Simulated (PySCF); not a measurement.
# Two runs on C3H9NSi2

System: C3H9NSi2, SMILES C[SiH2]C[SiH2]C#N.
Method of run A: GIAO PBE0/pcSseg-1 NMR shielding, non-relativistic, gas phase (PySCF 2.14.0).

The geometry comes from this level: GFN2-xTB. Text and figures count atoms from 1; the logs count them from 0 in places.

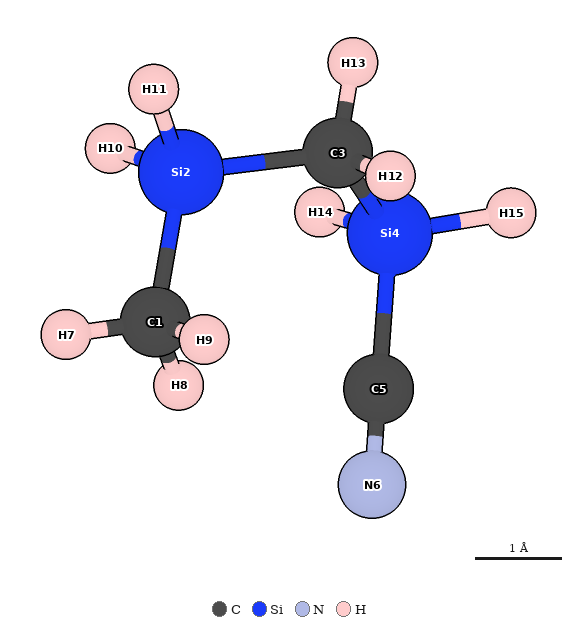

Fig. 1: The structure (ball-and-stick view, seen at a tilt; atoms are numbered from 1 in the order of the input). Bond lengths as drawn: C–H 1.09 Å, C–N 1.15 Å, C–Si 1.87 to 1.91 Å and H–Si 1.47 Å.

Input, run A:
```
{"job": {"kind": "nmr", "xc": "PBE0", "basis": "pcSseg-1"}, "charge": 0, "multiplicity": 1}
C      1.909803     0.665358    -0.406531
Si     1.051167    -1.005726    -0.638703
C     -0.576698    -1.060382     0.363472
Si    -1.988785     0.052359    -0.235205
C     -1.442093     1.832857    -0.070618
N     -1.112085     2.925557     0.030008
H      2.820501     0.718071    -0.995543
H      1.272258     1.490852    -0.709999
H      2.182672     0.830832     0.632146
H      0.745630    -1.236365    -2.057422
H      1.919669    -2.090652    -0.156473
H     -0.355137    -0.823968     1.405499
H     -0.941794    -2.088086     0.361473
H     -2.301076    -0.143104    -1.653257
H     -3.188447    -0.059613     0.603586
```

The first line tells a small driver script what to run in PySCF; the rest is the geometry in Å.

Launched with:
```bash
OMP_NUM_THREADS=1 python <driver script> task.json out
```

Hardware: 1 CPU thread, shared host.

Output (run A):
```
coarse grid: 13152 points
cycle   1  E = -752.8799141800  dE =  2.301e-01  |g| = 5.188e-01  |ddm| = 3.412e+00
cycle   2  E = -752.7797132522  dE =  1.002e-01  |g| = 8.383e-01  |ddm| = 9.425e-01
cycle   3  E = -752.9375653398  dE = -1.579e-01  |g| = 2.219e-01  |ddm| = 5.992e-01
cycle   4  E = -752.9480243577  dE = -1.046e-02  |g| = 3.680e-02  |ddm| = 1.415e-01
cycle   5  E = -752.9483345104  dE = -3.102e-04  |g| = 1.027e-02  |ddm| = 3.950e-02
cycle   6  E = -752.9483624122  dE = -2.790e-05  |g| = 2.037e-03  |ddm| = 1.141e-02
cycle   7  E = -752.9483634280  dE = -1.016e-06  |g| = 6.239e-04  |ddm| = 2.265e-03
final grid: 116816 points
cycle   8  E = -752.9814439018  dE = -2.154e-05  |g| = 6.250e-03  |ddm| = 1.905e-02
cycle   9  E = -752.9814395709  dE =  4.331e-06  |g| = 7.477e-03  |ddm| = 1.057e-02
cycle  10  E = -752.9814532957  dE = -1.372e-05  |g| = 1.346e-03  |ddm| = 5.943e-03
cycle  11  E = -752.9814536588  dE = -3.631e-07  |g| = 4.037e-04  |ddm| = 8.930e-04
cycle  12  E = -752.9814536933  dE = -3.450e-08  |g| = 7.509e-05  |ddm| = 2.985e-04
cycle  13  E = -752.9814536946  dE = -1.307e-09  |g| = 2.283e-05  |ddm| = 7.884e-05
cycle  14  E = -752.9814536947  dE = -1.260e-10  |g| = 6.836e-06  |ddm| = 2.654e-05
converged SCF energy = -752.9814536947

GIAO shielding tensors (ppm)
atom      isotropic    diamagn.    paramagn.     s11        s22        s33       span
  0 C      192.407     255.400     -62.992    188.684    190.427    198.111      9.427
  1 Si     390.438     881.139    -490.701    354.640    389.970    426.705     72.065
  2 C      195.683     259.347     -63.664    188.450    191.757    206.841     18.390
  3 Si     418.096     879.555    -461.459    387.112    399.920    467.255     80.143
  4 C       60.433     264.102    -203.669    -57.730    -48.227    287.256    344.986
  5 N      -98.732     337.976    -436.708   -295.769   -292.759    292.332    588.101
  6 H       31.508      29.780       1.728     26.820     27.818     39.886     13.066
  7 H       30.595      34.493      -3.898     24.794     29.147     37.844     13.049
  8 H       31.396      32.683      -1.287     27.378     28.680     38.131     10.753
  9 H       27.377      30.102      -2.725     24.157     25.678     32.296      8.140
 10 H       27.192      29.527      -2.334     23.269     25.364     32.944      9.675
 11 H       31.593      33.792      -2.199     27.395     28.745     38.639     11.244
 12 H       31.898      31.068       0.830     26.241     28.804     40.649     14.408
 13 H       27.286      28.314      -1.028     24.431     25.111     32.316      7.886
 14 H       27.065      27.250      -0.184     23.310     24.997     32.889      9.579
```

The input of run B differs as follows (lines with − go, lines with + come):
```diff
-"xc": "PBE0"
+"xc": "LDA"
+"pop": true
```

How does run B compare with run A?

The total energies belong to different methods, so their difference says nothing on which is more stable or more accurate. The HOMO goes from −9.00 to −7.81 eV. The LUMO goes from −0.44 to −1.62 eV. Of all shieldings, the largest change is that of Si2, by −29.9 ppm. The functional changes from PBE0 to LDA. Exact exchange removes part of the self-interaction error of semilocal functionals, which pushes filled and empty levels apart. The SCF takes 15 iterations against 14.

Output (run B):
```
coarse grid: 13152 points
cycle   1  E = -749.3843654348  dE =  2.068e-01  |g| = 7.026e-01  |ddm| = 3.495e+00
cycle   2  E = -749.0749201250  dE =  3.094e-01  |g| = 1.277e+00  |ddm| = 1.642e+00
cycle   3  E = -749.4659740508  dE = -3.911e-01  |g| = 4.443e-01  |ddm| = 1.207e+00
cycle   4  E = -749.5076151082  dE = -4.164e-02  |g| = 8.684e-02  |ddm| = 2.666e-01
cycle   5  E = -749.5094518334  dE = -1.837e-03  |g| = 2.360e-02  |ddm| = 1.038e-01
cycle   6  E = -749.5095873187  dE = -1.355e-04  |g| = 9.237e-03  |ddm| = 3.101e-02
cycle   7  E = -749.5096103388  dE = -2.302e-05  |g| = 2.251e-03  |ddm| = 1.052e-02
cycle   8  E = -749.5096116688  dE = -1.330e-06  |g| = 4.561e-04  |ddm| = 2.435e-03
final grid: 116816 points
cycle   9  E = -749.5507445533  dE = -2.702e-05  |g| = 2.857e-03  |ddm| = 1.831e-02
cycle  10  E = -749.5507405024  dE =  4.051e-06  |g| = 4.932e-03  |ddm| = 6.245e-03
cycle  11  E = -749.5507463797  dE = -5.877e-06  |g| = 1.227e-03  |ddm| = 4.236e-03
cycle  12  E = -749.5507466439  dE = -2.642e-07  |g| = 5.378e-04  |ddm| = 9.118e-04
cycle  13  E = -749.5507467096  dE = -6.573e-08  |g| = 9.318e-05  |ddm| = 4.026e-04
cycle  14  E = -749.5507467119  dE = -2.229e-09  |g| = 2.347e-05  |ddm| = 1.064e-04
cycle  15  E = -749.5507467120  dE = -1.403e-10  |g| = 6.587e-06  |ddm| = 2.944e-05
converged SCF energy = -749.5507467120

GIAO shielding tensors (ppm)
atom      isotropic    diamagn.    paramagn.     s11        s22        s33       span
  0 C      190.033     254.980     -64.947    185.385    188.023    196.691     11.306
  1 Si     360.491     882.791    -522.300    319.445    361.340    400.688     81.242
  2 C      190.868     257.877     -67.009    183.456    186.126    203.022     19.566
  3 Si     392.822     881.361    -488.539    361.146    371.815    445.505     84.360
  4 C       55.940     262.789    -206.850    -63.612    -52.640    284.071    347.683
  5 N     -106.139     339.062    -445.201   -303.788   -300.494    285.865    589.653
  6 H       31.089      29.369       1.720     26.344     27.451     39.473     13.129
  7 H       30.109      33.893      -3.784     24.231     28.787     37.309     13.078
  8 H       30.950      32.103      -1.153     26.964     28.248     37.638     10.674
  9 H       26.619      29.633      -3.014     23.425     25.015     31.418      7.992
 10 H       26.404      29.040      -2.636     22.470     24.677     32.066      9.596
 11 H       30.988      33.002      -2.014     26.781     28.370     37.815     11.034
 12 H       31.321      30.466       0.855     25.630     28.433     39.898     14.268
 13 H       26.564      27.982      -1.418     23.729     24.435     31.527      7.797
 14 H       26.291      26.886      -0.595     22.549     24.230     32.096      9.546
```

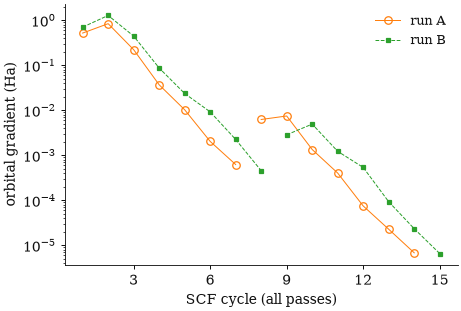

Fig. 2: Convergence of the two runs: orbital gradient against the SCF cycle. A break in a curve parts two SCF passes (coarse and final grid). Run A takes 14 cycles in all, and run B takes 15.

The two runs side by side:

```tsv
quantity	run A	run B
outcome	converged	converged
total energy (hartree)	−752.981454	−749.550747
HOMO (eV)	−9.00	−7.81
LUMO (eV)	−0.44	−1.62
dipole moment (D)	3.44	3.43
shielding of C1 (ppm)	192.4	190.0
shielding of Si2 (ppm)	390.4	360.5
shielding of C3 (ppm)	195.7	190.9
shielding of Si4 (ppm)	418.1	392.8
shielding of C5 (ppm)	60.4	55.9
shielding of N6 (ppm)	−98.7	−106.1
shielding of H11 (ppm)	27.2	26.4
SCF iterations	14	15
basis functions	161	161
wall time (shared host)	29 s	32 s
```
